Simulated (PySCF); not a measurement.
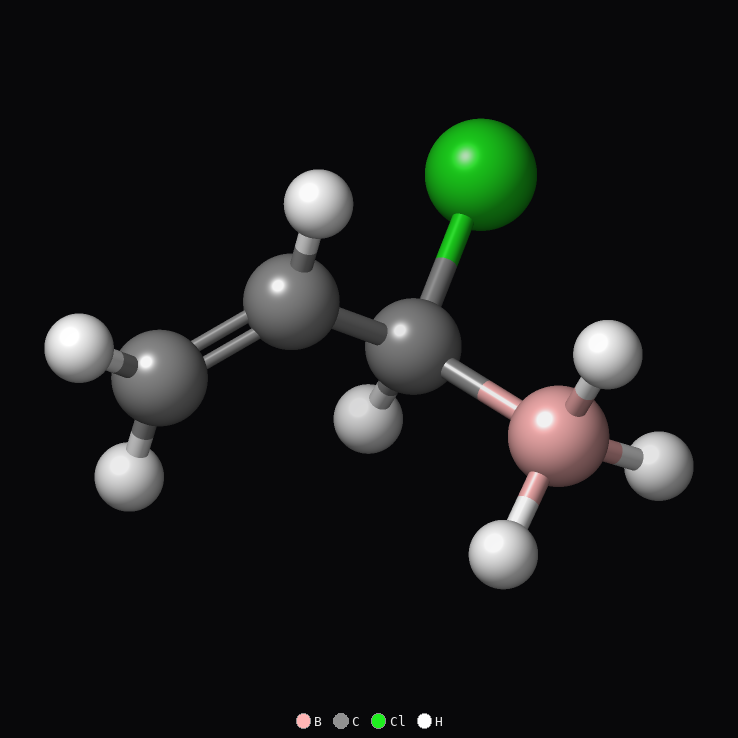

Charge −1, singlet. The geometry was computed by an optimisation with GFN2-xTB. No frequency run is at hand to confirm it as a minimum. Level of theory: CAM-B3LYP/def2-SVPD, gas phase (PySCF 2.14.0).

What is the HOMO energy (Kohn–Sham orbital)?

Answer. −3.70 eV.

What is the mean static polarisability?

Answer. 83.4 bohr³.

The geometry is semi-empirical. Around B such bond lengths and angles can be off by a tenth of an ångström or more and by several degrees, and values that hang on the shape move with them.
